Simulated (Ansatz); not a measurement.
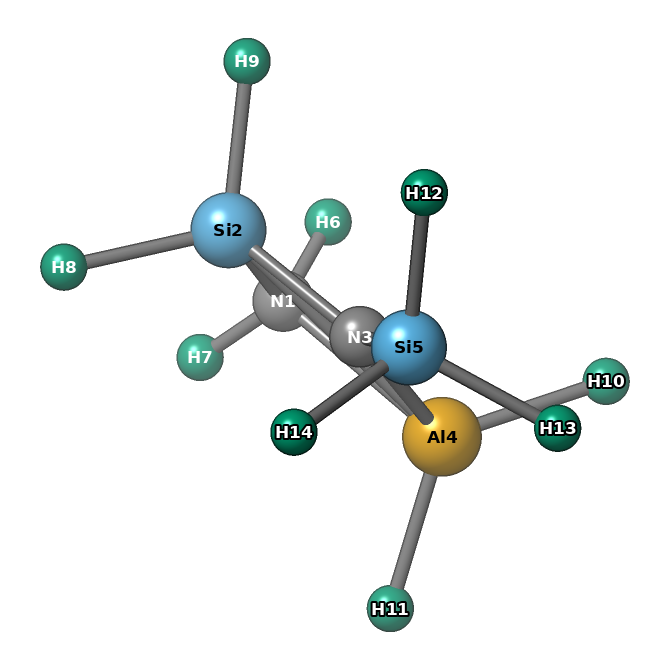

N3 lies behind Si5. The molecule seen a little off the Si5–N3 bond, Si5 in front. Distant atoms are faded towards the background colour. Computed geometry: PBE-D4/def2-SVP optimisation. No frequency run is at hand to confirm it as a minimum.

**What is the torsion angle H12–Si5–N3–Si2? The sign is positive where the front bond must turn clockwise to cover the back bond.**

−45°, synclinal (gauche).
